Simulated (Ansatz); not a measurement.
A series of calculations on BNH6SO

### Relaxation

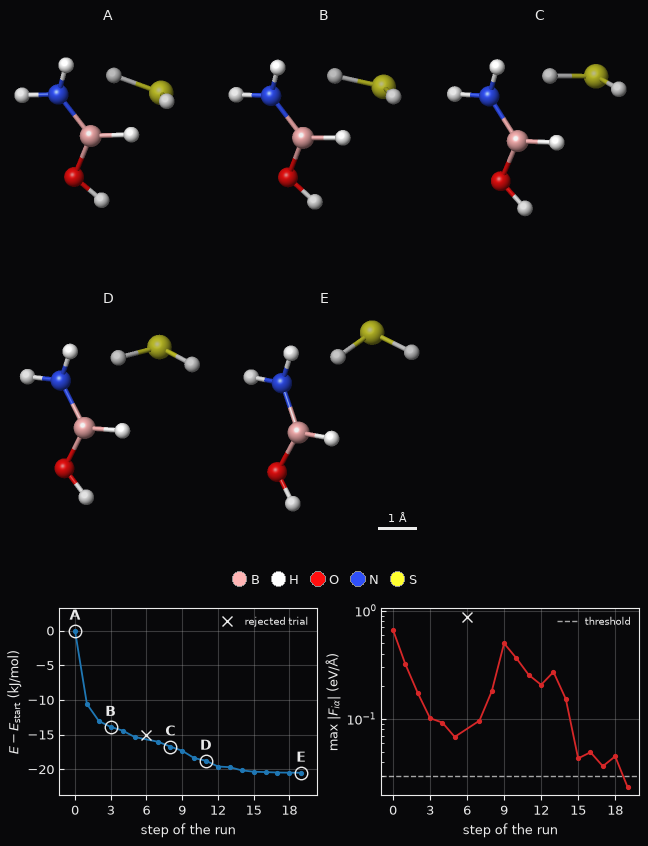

Frames of a relaxation of BNH₆SO, marked on the history of the run. The picture is a ball-and-stick view, seen at a tilt.

The run prepares an end point of a later path (reaction) calculation, from a guessed geometry.

Method: RKS PBE/6-31G* (Ansatz 0.2.0). Settings: no spin polarisation; force threshold 0.03 eV/Å; at most 50 steps.

> What happens along the run?

Over 18 accepted moves (19 points after the start) the energy falls by 20.5 kJ/mol. Largest force component: 0.67 eV/Å at the start, 0.024 eV/Å at the end. The line search rejected the trial step at point 6 of the run. An H atom moves most after the best rigid fit: 1.44 Å. Largest moves by element: H 1.44 Å, S 1.18 Å, O 0.53 Å, B 0.47 Å, N 0.34 Å. Among the contacts that change: H–S 1.382 → 1.360 Å, H–S 1.359 → 1.373 Å, B–H 1.200 → 1.211 Å, B–N 1.413 → 1.421 Å. Bond angles that change, for instance: H–S–H 90.1° → 92.3°. From step 0 to 3: an H atom moves most (0.40 Å), energy −13.9 kJ/mol. From step 3 to 8: an H atom moves most (0.35 Å), energy −2.83 kJ/mol. From step 8 to 11: H and S atoms move most (0.33 Å), energy −2.05 kJ/mol. From step 11 to 19: an H atom moves most (0.42 Å), energy −1.72 kJ/mol.

```csv
step,"E − E(0), kJ/mol","largest force component, eV/Å",note
0,0.00,0.6654,
1,-10.57,0.3207,
2,-13.03,0.1744,
3,-13.89,0.1017,
4,-14.41,0.0926,
5,-15.33,0.0683,
6,-15.09,0.8836,rejected
7,-16.04,0.0965,
8,-16.72,0.1803,
9,-17.32,0.4998,
10,-18.37,0.3637,
11,-18.77,0.2551,
12,-19.60,0.2069,
13,-19.69,0.2719,
14,-20.15,0.1530,
15,-20.35,0.0433,
16,-20.40,0.0493,
17,-20.46,0.0366,
18,-20.49,0.0452,
19,-20.50,0.0236,
```

### Relaxation

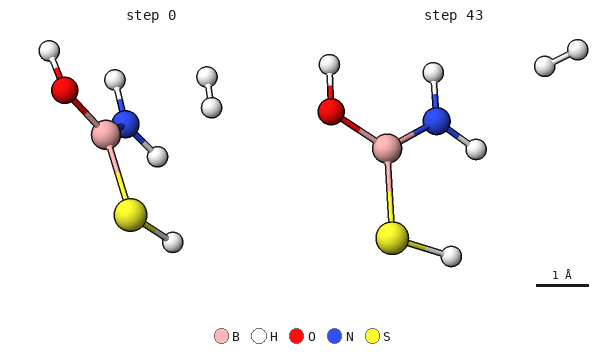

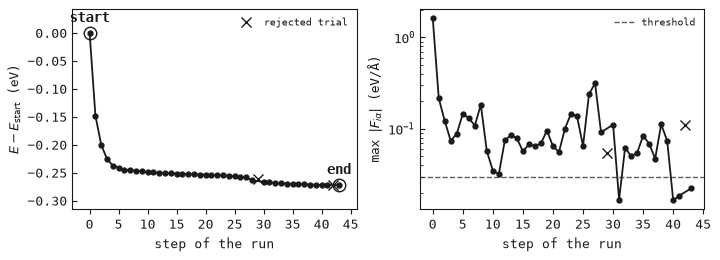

First and last geometry of a relaxation of BNH6SO, with the history of the run. The picture is a ball-and-stick view, seen from a free direction.

The run prepares an end point of a later path (reaction) calculation, from a guessed geometry.

Computed with Ansatz 0.2.0, RKS PBE/6-31G*.

The input:
```yaml
crystal:
  periodic: [false, false, false]
  atoms:
    - { symbol: B, position_ang: [-0.044563, 0.59365, -0.414672] }
    - { symbol: H, position_ang: [-0.267035, -0.170972, 1.852371] }
    - { symbol: O, position_ang: [1.187077, -0.021947, -0.487681] }
    - { symbol: H, position_ang: [1.125438, -0.913565, -0.87878] }
    - { symbol: "N", position_ang: [-1.268552, 0.001546, -0.820949] }
    - { symbol: H, position_ang: [-1.351148, -0.972412, -1.106491] }
    - { symbol: H, position_ang: [-2.16632, 0.462739, -0.720409] }
    - { symbol: S, position_ang: [0.057621, 2.365713, 0.197199] }
    - { symbol: H, position_ang: [-1.281229, 2.601798, 0.22722] }
    - { symbol: H, position_ang: [-0.158389, 0.51255, 2.023093] }
basis:
  gaussian: { orbitals: "6-31G*" }
hamiltonian:
  xc: pbe
relax:
  f_tol: 0.03
  max_steps: 50
```

Run as
```bash
ansatz run input.yaml --threads 1 --pin off --max-ram 2048MiB --backend cpu --events-out ev --progress --plain --runs-dir out
```

**What do the curves and the structures tell?**

It converged. After 41 accepted moves (43 points after the start) the energy has fallen by 0.272 eV. Largest force component: 1.6 eV/Å at the start, 0.022 eV/Å at the end. The line search rejected the trial steps at points 29, 42 of the run. The forces were under the threshold at step 31, but the run went on from there. The atom that moves furthest after the best rigid fit is H2 (1.43 Å). Largest moves by element: H 1.43 Å, S 0.95 Å, O 0.84 Å, B 0.48 Å, N 0.47 Å. Some distances before and after: H2–H10 0.713 → 0.753 Å, B1–S8 1.878 → 1.852 Å, B1–N5 1.419 → 1.424 Å. The run took 120 s on 1 thread of Arm Neoverse V2, with other jobs on the host, peak memory 0.14 GiB.

```csv
step,"E − E(0), eV","largest force component, eV/Å",note
0,0.0000,1.6365,
1,-0.1481,0.2172,
2,-0.1999,0.1220,
3,-0.2252,0.0741,
4,-0.2371,0.0890,
5,-0.2405,0.1457,
6,-0.2440,0.1320,
7,-0.2456,0.1088,
8,-0.2461,0.1839,
9,-0.2473,0.0572,
10,-0.2485,0.0350,
12,-0.2497,0.0752,
13,-0.2501,0.0851,
15,-0.2513,0.0568,
17,-0.2521,0.0649,
19,-0.2529,0.0959,
20,-0.2532,0.0648,
22,-0.2543,0.1011,
24,-0.2553,0.1375,
26,-0.2572,0.2400,
27,-0.2580,0.3157,
29,-0.2601,0.0544,rejected
31,-0.2672,0.0169,
33,-0.2682,0.0503,
34,-0.2691,0.0548,
36,-0.2700,0.0689,
38,-0.2710,0.1122,
40,-0.2715,0.0166,
41,-0.2717,0.0187,
43,-0.2719,0.0224,
```

Limits of the set-up: the start holds two separate molecules, 2.4 Å apart at their closest, whose relative position is a soft coordinate and is computed without a dispersion correction.

### Path

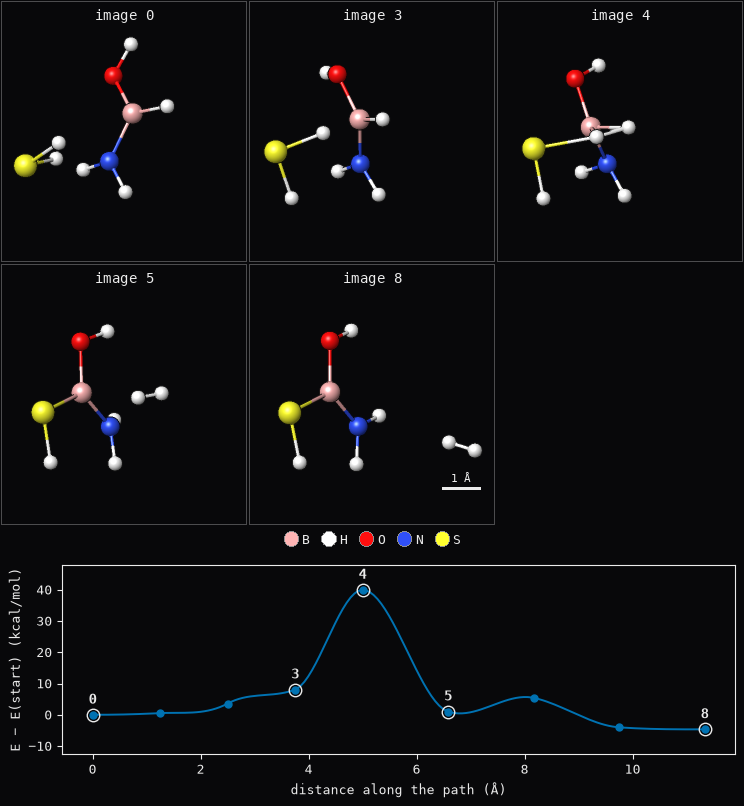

A search for the minimum-energy path of BNH₆SO, made up at the start of BNH₄O and H₂S by the nudged elastic band. Images are numbered from 0 (start) to 8 (end). Style: ball-and-stick. Shown from a free direction.

Method: RKS PBE/6-31G* in Ansatz 0.2.0. Set-up: 7 movable images; climbing image; force threshold 0.05 eV/Å; iteration limit 55; starting path through a guess of the saddle point.

**Describe the mechanism and the energy profile.**

Forward barrier 40.0 kcal/mol, backward barrier 44.6 kcal/mol, with image 4 at the top; the reaction energy is −4.7 kcal/mol. The profile has 2 maxima (images 4, 6) with a dip at image 5 (+1.0 kcal/mol), so the process runs in steps. The path has more than one stage, and so few images may leave a stage unresolved. Breaking: B–H (1.21 → 4.21 Å), H–S (1.36 → 4.44 Å). Forming: B–S (4.20 → 1.85 Å), H–H (4.16 → 0.75 Å). The band converged in 30 iterations. The largest component of the band force went from 39 to 0.047 eV/Å. The climbing image converged on the top of the path. Its vibrational analysis gives one imaginary mode (876i cm⁻¹), as a transition state must have.

Limits of the set-up: the start holds two separate molecules, 2.2 Å apart at their closest, whose relative position is a soft coordinate and is computed without a dispersion correction.

Cost: 7.6 min on 1 thread of Arm Neoverse V2, with other jobs on the host, peak memory 0.12 GiB.
